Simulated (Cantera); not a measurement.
A closed system holds: 1 mol NaCl, 0.044 mol HCl, a varied amount of N2, at 1950 °C and 0.130 bar.

Method: chemical equilibrium by Gibbs-energy minimisation in Cantera with the NASA 1993 tables (ideal gas, pure condensed phases). Candidate condensed phases: NH4Cl, Na, NaCl; 17 gas species. Kinetics and transport are ignored.

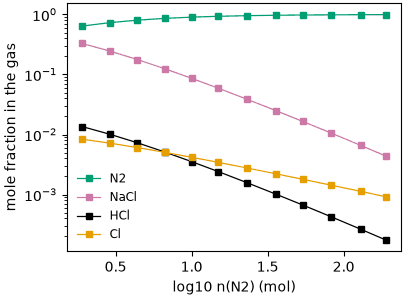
Fig. 1. Equilibrium gas composition (values under 1e-9 drawn at 1e-9)

Problem. Read off the mole fractions at 130 mol N2.

Solution. N2 about 0.99, NaCl about 0.0066, Cl about 0.0011, HCl about 0.00026.
